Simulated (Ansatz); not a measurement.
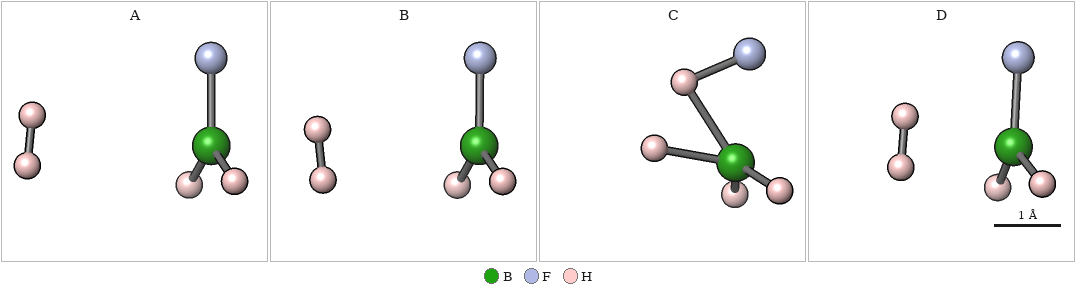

4 geometries from a converged minimum-energy path of BH4F, made up of BH2F and H$_{2}$, shuffled. A ball-and-stick model, seen at a tilt.

These are results of RKS PBE/def2-SVP (Ansatz 0.2.0), not measurements. Set-up: 5 movable images; climbing image; force threshold 0.05 eV/Å; iteration limit 60; starting path through a guess of the saddle point.

Which frame is the top of the path?

Answer. C. In order along the path, whose images run from 0 to 6: A (image 0, 0.0 kJ/mol), B (image 1, +0.5 kJ/mol), D (image 3, +20.6 kJ/mol), C (image 5, +131.8 kJ/mol). Breaking: B–F (1.33 → 1.88 Å), H–H (0.77 → 1.90 Å). Forming: B–H (2.96 → 1.23 Å), F–H (2.99 → 0.95 Å).

Limits of the set-up: the start holds two separate molecules, 2.9 Å apart at their closest, whose relative position is a soft coordinate and is computed without a dispersion correction.
